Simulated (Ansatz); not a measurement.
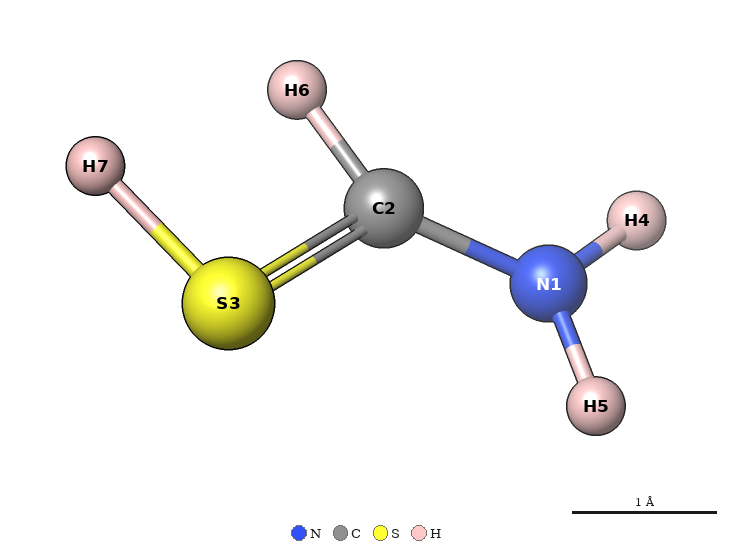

The picture comes from a calculation with Ansatz.

Orthographic view. Atoms fade into the background with distance from the viewer. Charge +1, singlet. Geometry: moved along internal coordinates away from the minimum.

Write a MOL file (V2000) with the atoms in numerical order, bonds sorted by atom number with the orders drawn, and coordinates in the frame of the picture: x right, y up, z towards the viewer, origin at the mean position.

```
CH4NS
                    3D

  7  6  0  0  0  0  0  0  0  0999 V2000
    1.0500   -0.3100   -0.3800 N   0  0  0  0  0  0  0  0  0  0  0  0
   -0.1000    0.2200   -0.1000 C   0  0  0  0  0  0  0  0  0  0  0  0
   -1.1800   -0.4500    1.0000 S   0  0  0  0  0  0  0  0  0  0  0  0
    1.6700    0.1300   -1.0600 H   0  0  0  0  0  0  0  0  0  0  0  0
    1.3800   -1.1600    0.0500 H   0  0  0  0  0  0  0  0  0  0  0  0
   -0.7000    1.0500   -0.3500 H   0  0  0  0  0  0  0  0  0  0  0  0
   -2.1100    0.5100    0.8400 H   0  0  0  0  0  0  0  0  0  0  0  0
  1  2  1  0
  1  4  1  0
  1  5  1  0
  2  3  2  0
  2  6  1  0
  3  7  1  0
M  CHG  1   3   1
M  END
```
